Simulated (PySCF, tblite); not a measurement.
# AlH5O6Si, a fragment of a glass network (2-ring): NMR shifts, core binding energies and electronic excitations, part 2 of 2

tblite 0.8.0 and PySCF 2.14.0. Atoms count from 0, parts from 1. Earlier steps stand in the parts before.

## 5. X-ray photoelectron lines: SCAN, X2C

The job: settings as JSON, then the geometry in Å.

```
{"job": {"kind": "xps", "holes": 5}, "charge": 0, "multiplicity": 1}
O      0.703205    -1.466618     2.025834
Al    -0.218729    -0.192029     1.358899
O     -0.845835     0.977179     2.435719
O     -1.134692    -0.575988    -0.134903
Si    -0.154253     0.033818    -1.257515
O      0.546820    -1.027044    -2.294170
O     -0.598351     1.334616    -2.141144
O      0.932596     0.604489    -0.037035
H      0.743841    -1.603092     2.972833
H     -1.616108     1.511518     2.240701
H      0.627805    -1.928104    -1.963546
H     -0.709680     1.184047    -3.084494
H      1.733627     1.129915    -0.113916
```

Method: delta-SCF UKS SCAN, pcX-2 on the ionised atom, pcseg-1 elsewhere, spin-free X2C.

The log of the run:

```text
ground state, core basis on atom 0 (O), 176 functions
  cycle   1  E = -987.17049771  |g| = 1.66e+00
  cycle   2  E = -986.08678286  |g| = 2.88e+00
  cycle   3  E = -987.65589656  |g| = 2.93e-01
  cycle   4  E = -987.66853975  |g| = 1.33e-01
  cycle   5  E = -987.67149208  |g| = 2.31e-02
  cycle   6  E = -987.67152527  |g| = 1.92e-02
  cycle   7  E = -987.67159409  |g| = 4.04e-03
  cycle   8  E = -987.67159944  |g| = 9.77e-04
  cycle   9  E = -987.67159643  |g| = 4.66e-04
  E(ground) = -987.75671556 Eh
hole in O 1s of atom 0
  cycle   1  E = -967.11304858  |g| = 2.22e+00
  cycle   2  E = -966.85913073  |g| = 2.08e+00
  cycle   3  E = -967.88244216  |g| = 3.58e-01
  cycle   4  E = -967.89151406  |g| = 2.59e-01
  cycle   5  E = -967.91624530  |g| = 4.26e-02
  cycle   6  E = -967.91679812  |g| = 2.04e-02
  cycle   7  E = -967.91694601  |g| = 4.33e-03
  cycle   8  E = -967.91695254  |g| = 1.46e-03
  cycle   9  E = -967.91695535  |g| = 7.71e-04
  cycle  10  E = -967.91695549  |g| = 4.20e-04
  E(ion) = -968.00234067 Eh   <S^2> = 0.7613   hole on atom = 1.000   binding energy = 537.544 eV
ground state, core basis on atom 1 (Al), 187 functions
  cycle   1  E = -987.72352565  |g| = 2.49e-01
  cycle   2  E = -987.72274870  |g| = 1.03e-01
  cycle   3  E = -987.72209681  |g| = 1.13e-01
  cycle   4  E = -987.72442853  |g| = 1.79e-02
  cycle   5  E = -987.72447743  |g| = 2.48e-03
  cycle   6  E = -987.72447870  |g| = 5.36e-04
  cycle   7  E = -987.72447892  |g| = 1.53e-04
  E(ground) = -987.77609493 Eh
hole in Al 2p of atom 1
  cycle   1  E = -984.49116049  |g| = 1.09e+00
  cycle   2  E = -984.49958862  |g| = 9.14e-01
  cycle   3  E = -984.70612490  |g| = 3.35e-01
  cycle   4  E = -984.74756843  |g| = 9.26e-02
  cycle   5  E = -984.74996471  |g| = 3.59e-02
  cycle   6  E = -984.75040721  |g| = 1.70e-02
  cycle   7  E = -984.75050732  |g| = 3.66e-03
  cycle   8  E = -984.75051238  |g| = 1.30e-03
  cycle   9  E = -984.75051237  |g| = 3.15e-04
  E(ion) = -984.80800975 Eh   <S^2> = 0.7516   hole on atom = 1.004   binding energy = 80.766 eV
  2p3/2 = 80.442 eV   2p1/2 = 80.919 eV
ground state, core basis on atom 2 (O), 176 functions
  cycle   1  E = -987.67078782  |g| = 9.91e-02
  cycle   2  E = -987.67021377  |g| = 6.94e-02
  cycle   3  E = -987.67039296  |g| = 6.12e-02
  cycle   4  E = -987.67104755  |g| = 2.50e-03
  cycle   5  E = -987.67104842  |g| = 1.56e-03
  cycle   6  E = -987.67104819  |g| = 1.78e-04
  E(ground) = -987.75628125 Eh
hole in O 1s of atom 2
  cycle   1  E = -967.10800112  |g| = 2.22e+00
  cycle   2  E = -966.41822964  |g| = 2.24e+00
  cycle   3  E = -967.79561436  |g| = 5.73e-01
  cycle   4  E = -967.84411823  |g| = 4.40e-01
  cycle   5  E = -967.91281972  |g| = 8.71e-02
  cycle   6  E = -967.91499052  |g| = 4.63e-02
  cycle   7  E = -967.91576541  |g| = 1.03e-02
  cycle   8  E = -967.91580629  |g| = 4.82e-03
  cycle   9  E = -967.91581354  |g| = 2.92e-03
  cycle  10  E = -967.91581666  |g| = 7.83e-04
  cycle  11  E = -967.91581726  |g| = 3.96e-04
  E(ion) = -968.00178393 Eh   <S^2> = 0.7613   hole on atom = 1.000   binding energy = 537.547 eV
ground state, core basis on atom 4 (Si), 187 functions
  cycle   1  E = -987.76255814  |g| = 3.00e-01
  cycle   2  E = -987.76121087  |g| = 1.29e-01
  cycle   3  E = -987.76050716  |g| = 1.39e-01
  cycle   4  E = -987.76402367  |g| = 2.43e-02
  cycle   5  E = -987.76412568  |g| = 3.63e-03
  cycle   6  E = -987.76412671  |g| = 9.37e-04
  cycle   7  E = -987.76412522  |g| = 2.15e-04
  E(ground) = -987.81141158 Eh
hole in Si 2p of atom 4
  cycle   1  E = -983.42730510  |g| = 1.25e+00
  cycle   2  E = -983.13933989  |g| = 1.31e+00
  cycle   3  E = -983.64522473  |g| = 4.68e-01
  cycle   4  E = -983.72536658  |g| = 1.37e-01
  cycle   5  E = -983.73077176  |g| = 6.41e-02
  cycle   6  E = -983.73194734  |g| = 3.56e-02
  cycle   7  E = -983.73242316  |g| = 6.33e-03
  cycle   8  E = -983.73242962  |g| = 5.42e-03
  cycle   9  E = -983.73243939  |g| = 4.61e-04
  E(ion) = -983.79000796 Eh   <S^2> = 0.7512   hole on atom = 1.003   binding energy = 109.428 eV
  2p3/2 = 109.188 eV   2p1/2 = 109.814 eV
ground state, core basis on atom 7 (O), 176 functions
  cycle   1  E = -987.67018074  |g| = 1.12e-01
  cycle   2  E = -987.66852720  |g| = 1.18e-01
  cycle   3  E = -987.67051094  |g| = 4.97e-02
  cycle   4  E = -987.67092190  |g| = 8.65e-03
  cycle   5  E = -987.67093815  |g| = 2.35e-03
  cycle   6  E = -987.67093835  |g| = 3.83e-04
  E(ground) = -987.75603150 Eh
hole in O 1s of atom 7
  cycle   1  E = -967.00882226  |g| = 2.22e+00
  cycle   2  E = -964.59347632  |g| = 2.68e+00
  cycle   3  E = -967.34224330  |g| = 1.08e+00
  cycle   4  E = -967.76125397  |g| = 3.94e-01
  cycle   5  E = -967.81256645  |g| = 1.08e-01
  cycle   6  E = -967.81653750  |g| = 3.25e-02
  cycle   7  E = -967.81683580  |g| = 1.78e-02
  cycle   8  E = -967.81695066  |g| = 4.31e-03
  cycle   9  E = -967.81695722  |g| = 2.52e-03
  cycle  10  E = -967.81695684  |g| = 8.42e-04
  cycle  11  E = -967.81695698  |g| = 1.59e-04
  E(ion) = -967.90353107 Eh   <S^2> = 0.7614   hole on atom = 1.000   binding energy = 540.214 eV
```

It took 57 s on 1 thread of Arm Neoverse V1, shared host; peak memory 0.73 GiB.

Binding energies by hole, beside the orbital energy of the ground state; the difference holds orbital relaxation and, for a density functional, its self-interaction error:

```
       hole  stands for                     environment  ΔSCF (eV; 2p as the shell's mean)  −ε (eV)   ⟨S²⟩
  O1s on O0          O0          oxygen bonded to Al, H                             537.54    515.4  0.761
Al2p on Al1         Al1                                                              80.60     70.3  0.752
  O1s on O2          O2          oxygen bonded to Al, H                             537.55    515.5  0.761
Si2p on Si4         Si4                                                             109.40     98.0  0.751
  O1s on O7          O7  donor oxygen of a Lewis adduct                             540.21    518.2  0.761
```

With the spin-orbit splitting: Al1 2p3/2 80.44, 2p1/2 80.92 eV; Si4 2p3/2 109.19, 2p1/2 109.81 eV. The table gives each 2p level as the mean over the whole 2p shell (two parts 2p3/2, one part 2p1/2), which differs a little from the single hole in the log.

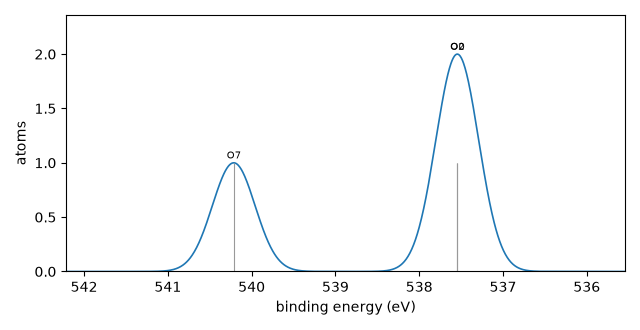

The O1s photoelectron lines, weighted by the number of atoms. Only 3 of the 6 O atoms are covered by sound results. Lines are broadened to a width of 0.60 eV (Gaussian).

## 6. Ultraviolet spectrum: CAM-B3LYP/def2-SVPD

Same as in step 5 but for these lines:

```diff
@@ -1,2 +1,2 @@
-{"job": {"kind": "xps", "holes": 5}, "charge": 0, "multiplicity": 1}
+{"job": {"kind": "uv", "xc": "CAM-B3LYP", "basis": "def2-SVPD", "nstates": 6, "ntriplets": 2, "ip": true}, "charge": 0, "multiplicity": 1}
 O      0.703205    -1.466618     2.025834
```

Level: TDDFT CAM-B3LYP/def2-SVPD, vertical, gas phase, core orbitals frozen in the response.

The log of the run:

```text
coarse grid: 12864 points
cycle   1  E = -985.4768337383  dE =  1.204e+00  |g| = 1.515e+00  |ddm| = 5.694e+00
cycle   2  E = -985.2286250600  dE =  2.482e-01  |g| = 1.936e+00  |ddm| = 6.491e+00
cycle   3  E = -985.9071611283  dE = -6.785e-01  |g| = 1.156e-01  |ddm| = 3.504e+00
cycle   4  E = -985.9088445667  dE = -1.683e-03  |g| = 6.765e-02  |ddm| = 2.780e-01
cycle   5  E = -985.9096495778  dE = -8.050e-04  |g| = 7.931e-03  |ddm| = 6.993e-02
cycle   6  E = -985.9096601195  dE = -1.054e-05  |g| = 4.116e-03  |ddm| = 2.572e-02
cycle   7  E = -985.9096631123  dE = -2.993e-06  |g| = 1.099e-03  |ddm| = 6.085e-03
final grid: 117928 points
cycle   8  E = -986.0824843915  dE = -3.292e-05  |g| = 1.687e-03  |ddm| = 5.635e-02
cycle   9  E = -986.0824847520  dE = -3.605e-07  |g| = 1.526e-03  |ddm| = 5.753e-03
cycle  10  E = -986.0824851575  dE = -4.055e-07  |g| = 3.971e-04  |ddm| = 2.324e-03
cycle  11  E = -986.0824851890  dE = -3.147e-08  |g| = 9.940e-05  |ddm| = 7.847e-04
cycle  12  E = -986.0824851913  dE = -2.319e-09  |g| = 2.167e-05  |ddm| = 2.631e-04
cycle  13  E = -986.0824851914  dE = -8.095e-11  |g| = 1.681e-05  |ddm| = 4.911e-05
converged SCF energy = -986.0824851914

Static polarisability (au): isotropic 63.071, principal 56.927 62.451 69.834

Singlet excitations
state   eV       nm        f      main configurations
  1   7.0826    175.1   0.00603   H->L 0.66, H->L+1 0.21
  2   7.3584    168.5   0.05346   H-1->L 0.65, H-1->L+1 0.17
  3   7.6299    162.5   0.07142   H-2->L 0.66
  4   7.9060    156.8   0.03515   H-4->L 0.50, H-2->L+1 0.12
  5   7.9529    155.9   0.05154   H-3->L 0.56, H-3->L+1 0.20
  6   8.2885    149.6   0.01482   H->L+1 0.17, H->L 0.16, H->L+2 0.15

Triplet excitations (Tamm-Dancoff, eV): 6.8202 7.0397
Vertical ionisation energy (delta-SCF) = 10.9598 eV
Vertical electron affinity (delta-SCF) = -0.4934 eV
```

Run time: 7.2 min. Hardware: 1 thread of Arm Neoverse V1, shared host; peak memory 1.2 GiB.

The orbitals next to the gap, with their largest atomic shares:

```
orbital      eV                        atoms
 HOMO−3  -10.86    O0 71 %, O2 12 %, Al1 8 %
 HOMO−2  -10.54    O2 44 %, O3 25 %, O0 13 %
 HOMO−1  -10.25     O2 50 %, O0 28 %, O3 7 %
   HOMO   -9.98     O0 51 %, O2 30 %, O3 5 %
   LUMO   -0.07  Al1 26 %, Si4 22 %, O7 10 %
 LUMO+1    0.84    Al1 26 %, O6 16 %, O5 9 %
 LUMO+2    1.20  O7 29 %, H12 22 %, Al1 11 %
```

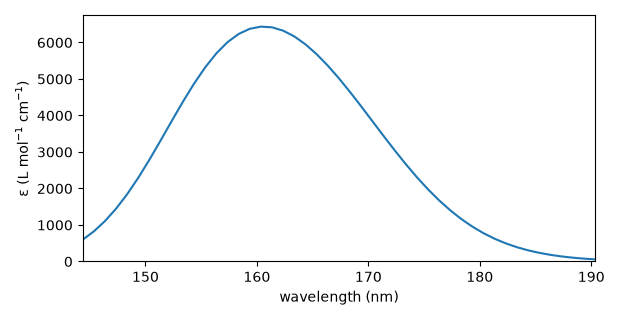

Absorption spectrum: each of the 6 states is a Gaussian band of 0.4 eV half-width at 1/e. Beyond the last state computed it falls off for lack of states.

Further results of this job:

```
           property  computed
  dipole moment (D)      3.07
polarisability (Å³)      9.35
 HOMO–LUMO gap (eV)      9.91
      −ε(HOMO) (eV)      9.98
```

## 7. Outcome

What follows sums up all 2 parts.

```
                                                    quantity                                             value
                                                 point group                                                C1
                        rotational constants (main isotopes)                              2.69, 1.02, 0.87 GHz
                       ¹H shifts against TMS (PBE0/pcSseg-1)                  2.97, 2.34, 2.19, 0.74, 0.72 ppm
                      ¹⁷O shifts against H2O (PBE0/pcSseg-1)              91.9, 63.5, 53.4, 44.0, 5.4, 2.6 ppm
                   ²⁷Al shifts against AlH4- (PBE0/pcSseg-1)                                          -7.4 ppm
                     ²⁹Si shifts against TMS (PBE0/pcSseg-1)                                         -66.8 ppm
O1s binding energies, SCAN/pcX-2 (standing for 3 of 6 atoms)                O7 540.21, O2 537.55, O0 537.54 eV
                           Al2p binding energies, SCAN/pcX-2                                      Al1 80.60 eV
                           Si2p binding energies, SCAN/pcX-2                                     Si4 109.40 eV
                        lowest singlet (CAM-B3LYP/def2-SVPD)                       7.08 eV (175 nm), f = 0.006
                    brightest single state of those computed                       state 3, 7.63 eV, f = 0.071
                                              lowest triplet                                           6.82 eV
                           vertical ionisation energy (ΔSCF)                                          10.96 eV
                           vertical electron affinity (ΔSCF)  -0.49 eV (unbound: the value hangs on the basis)
```

What this shows: The start of the PBE0/def2-SVP relaxation was shaken at random by about 0.01 Å, so part of the energy gained, and of the first lengths quoted, undoes that. The optimisation took 12 steps and gained 0.392 eV; among the close pairs (by a distance rule), Al1–Si4 changed most, from 2.558 to 2.627 Å (PBE0/def2-SVP). At PBE0/pcSseg-1: Shielding is most anisotropic at Al1 (span 141 ppm, paramagnetic term -300 ppm). At SCAN/pcX-2: The O1s levels kept as sound span 2.67 eV, from O0 (oxygen bonded to Al, H) up to O7 (donor oxygen of a Lewis adduct). Only 3 of the 6 O atoms are covered by sound results. The first singlet state (HOMO→LUMO 0.66, HOMO→LUMO+1 0.21) lies at 7.08 eV and is weak; of the 6 states computed, the strongest absorption comes from state 3 at 7.63 eV. The lowest triplet lies 0.26 eV below the lowest singlet (triplets in Tamm-Dancoff, singlets in full TDDFT). ΔSCF puts the ionisation energy at 10.96 eV, 0.98 eV above −ε(HOMO). A capped cluster stands for the solid here, so long-range fields and strain are missing, and bands or shifts of the capping hydrogens have no counterpart in it.
